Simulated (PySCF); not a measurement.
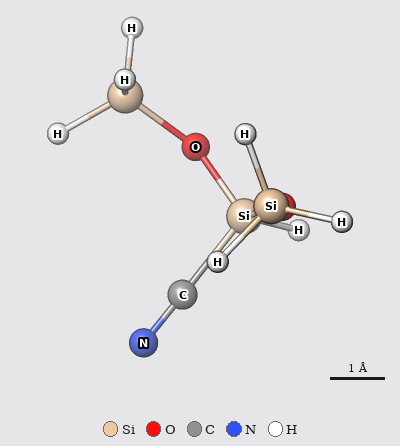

**Figure 1.** The structure (ball-and-stick view, seen at a tilt). Bond lengths as drawn: C–N 1.16 Å, C–Si 1.87 Å, H–Si 1.47 to 1.49 Å and O–Si 1.63 to 1.67 Å.

## Run report: CH$_{7}$NO$_{2}$Si$_{3}$, NMR shielding calculation

The run: NMR shielding calculation of CH$_{7}$NO$_{2}$Si$_{3}$, SMILES N#C[SiH](O[SiH3])O[SiH3]. Method and program: GIAO PBE0/pcSseg-1 NMR shielding, non-relativistic, gas phase (PySCF 2.14.0).

The geometry comes from this level: PBE0-D3(BJ)/def2-SVP. Figures and captions count atoms from 1; the log counts them from 0 in places.

**The input**
```
{"job": {"kind": "nmr", "xc": "PBE0", "basis": "pcSseg-1"}, "charge": 0, "multiplicity": 1}
Si    -0.795842     1.137504     0.020082
O      0.058790     0.761635     1.360514
Si     1.453436     0.096115     1.992536
O     -1.461337    -0.175180    -0.687733
Si    -1.194860    -1.643500    -1.436472
C      0.411741     1.872076    -1.199469
N      1.167931     2.313168    -1.959818
H     -1.843636     2.123235     0.336608
H      1.650304     0.656431     3.356591
H      1.300611    -1.385468     2.064186
H      2.611016     0.439391     1.116839
H     -2.480176    -2.391959    -1.442445
H     -0.160393    -2.405332    -0.675879
H     -0.724037    -1.412916    -2.831174
```

The first line tells a small driver script what to run in PySCF; the rest is the geometry in Å.

Machine: 1 CPU thread, shared host.

Launch command:
```bash
OMP_NUM_THREADS=1 python <driver script> task.json out
```

**Output**
```
coarse grid: 13536 points
cycle   1  E = -1115.1970255150  dE =  5.590e-01  |g| = 1.028e+00  |ddm| = 3.532e+00
cycle   2  E = -1114.8126340162  dE =  3.844e-01  |g| = 1.743e+00  |ddm| = 1.832e+00
cycle   3  E = -1115.3764090443  dE = -5.638e-01  |g| = 1.964e-01  |ddm| = 1.290e+00
cycle   4  E = -1115.3811257135  dE = -4.717e-03  |g| = 1.298e-01  |ddm| = 1.583e-01
cycle   5  E = -1115.3846350086  dE = -3.509e-03  |g| = 2.362e-02  |ddm| = 8.867e-02
cycle   6  E = -1115.3847658959  dE = -1.309e-04  |g| = 2.048e-03  |ddm| = 2.113e-02
cycle   7  E = -1115.3847669104  dE = -1.014e-06  |g| = 6.012e-04  |ddm| = 2.602e-03
final grid: 118000 points
cycle   8  E = -1115.4437407139  dE = -5.760e-06  |g| = 9.452e-03  |ddm| = 1.431e-02
cycle   9  E = -1115.4437165614  dE =  2.415e-05  |g| = 1.494e-02  |ddm| = 1.524e-02
cycle  10  E = -1115.4437555290  dE = -3.897e-05  |g| = 1.310e-03  |ddm| = 9.794e-03
cycle  11  E = -1115.4437558317  dE = -3.027e-07  |g| = 6.217e-04  |ddm| = 9.737e-04
cycle  12  E = -1115.4437559110  dE = -7.936e-08  |g| = 6.835e-05  |ddm| = 3.535e-04
cycle  13  E = -1115.4437559122  dE = -1.125e-09  |g| = 1.182e-05  |ddm| = 6.570e-05
cycle  14  E = -1115.4437559122  dE = -2.615e-11  |g| = 4.995e-06  |ddm| = 1.402e-05
```

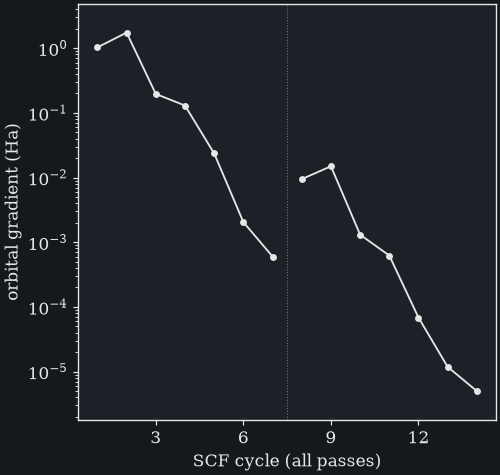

**Figure 2.** Convergence of the self-consistent field: orbital gradient against the SCF cycle. The dotted line marks the change from a coarse to the final integration grid. The first 7 cycles use a coarse grid, the final grid takes over at cycle 8, and the field converges after 14 cycles in all.

```
converged SCF energy = -1115.4437559122

GIAO shielding tensors (ppm)
atom      isotropic    diamagn.    paramagn.     s11        s22        s33       span
  0 Si     425.026     879.505    -454.479    373.302    449.804    451.973     78.670
  1 O      281.958     401.104    -119.146    222.297    290.523    333.054    110.757
  2 Si     385.712     879.172    -493.459    342.854    354.912    459.371    116.516
  3 O      281.822     400.942    -119.120    228.332    286.969    330.164    101.833
  4 Si     386.280     879.206    -492.925    344.358    355.637    458.846    114.488
  5 C       58.860     265.327    -206.467    -57.346    -54.242    288.168    345.514
  6 N      -94.100     338.206    -432.306   -294.668   -284.623    296.990    591.658
  7 H       26.826      27.023      -0.197     23.619     24.097     32.761      9.142
  8 H       26.210      27.756      -1.545     22.897     24.348     31.386      8.490
  9 H       26.086      30.103      -4.017     22.583     25.074     30.601      8.018
 10 H       25.936      30.133      -4.197     22.803     25.065     29.941      7.138
 11 H       26.215      27.936      -1.721     22.969     24.328     31.346      8.378
 12 H       26.071      30.982      -4.910     22.377     25.631     30.205      7.828
 13 H       26.016      29.185      -3.169     22.819     24.694     30.535      7.716
```

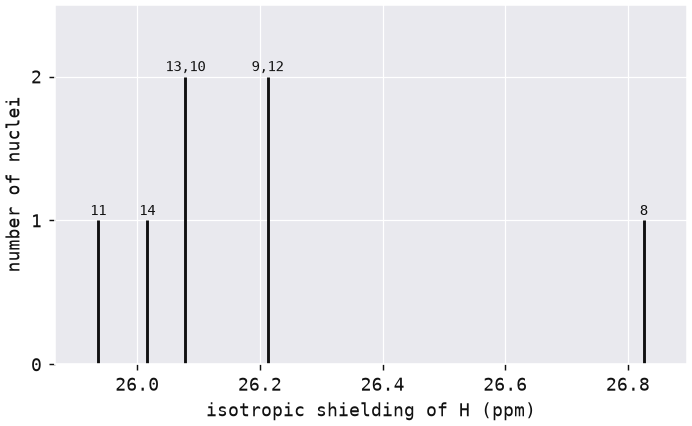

**Figure 3.** Isotropic shieldings of the hydrogen nuclei in this fixed geometry, labelled by atom number; shielding grows to the right, so chemical shift grows to the left. The least shielded is H11 (25.9 ppm), the most shielded H8 (26.8 ppm).

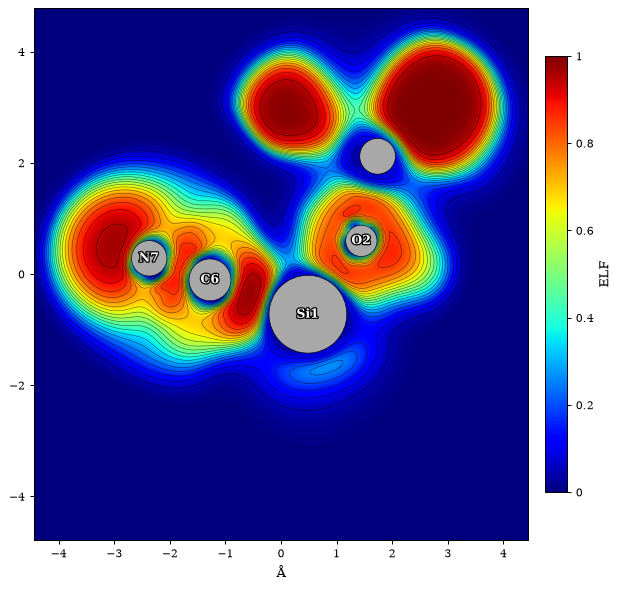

**Figure 4.** Electron localisation function on the plane of atoms O2, Si1 and C6. Grey discs, where drawn, cover atomic cores. Atoms in the plane: Si, O, C and N. C–N (1.16 Å): the ELF peaks at about 0.85 between the atoms; a double or triple bond. C–Si (1.87 Å): the ELF peaks at about 1 between the atoms, as expected for localised, shared-pair bonding.

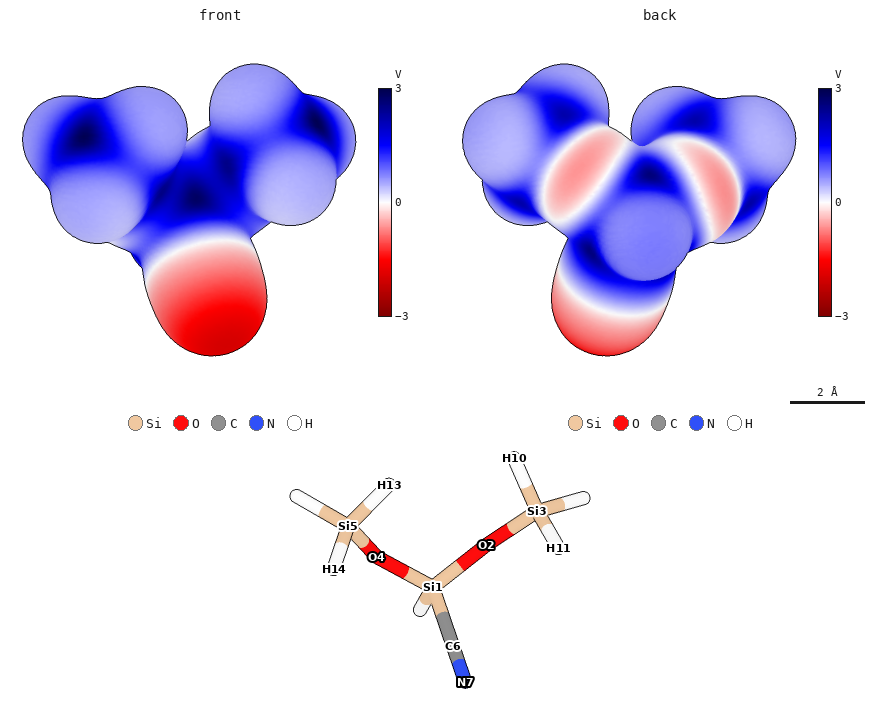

**Figure 5.** The electrostatic potential painted on the density surface at 0.004 e/bohr³, seen at a tilt and from behind; red is negative and blue positive. The bare structure is drawn below in the same view. Its dipole moment is 3.08 D.

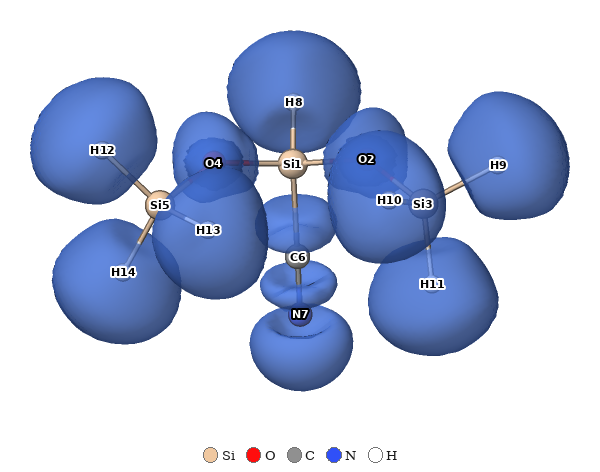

**Figure 6.** Isosurface of the ELF at 0.8 (blue), seen from the side. Core shells and regions of very low density are left out. Profiles from the grid: C–N (1.16 Å): the ELF peaks at about 0.85 between the atoms (a multiple bond by its length, whose ELF region spreads away from the axis).

**Results in brief**

```tsv
quantity	value
outcome	converged
total energy	−1115.443756 hartree
HOMO	−9.28 eV
LUMO	−0.76 eV
dipole moment	3.08 D
isotropic shielding, Si	385.7 to 425.0 ppm
isotropic shielding, O	281.8 to 282.0 ppm
isotropic shielding, C	58.9 ppm
isotropic shielding, N	−94.1 ppm
isotropic shielding, H	25.9 to 26.8 ppm
wall time	41 s
peak memory	0.89 GiB
```
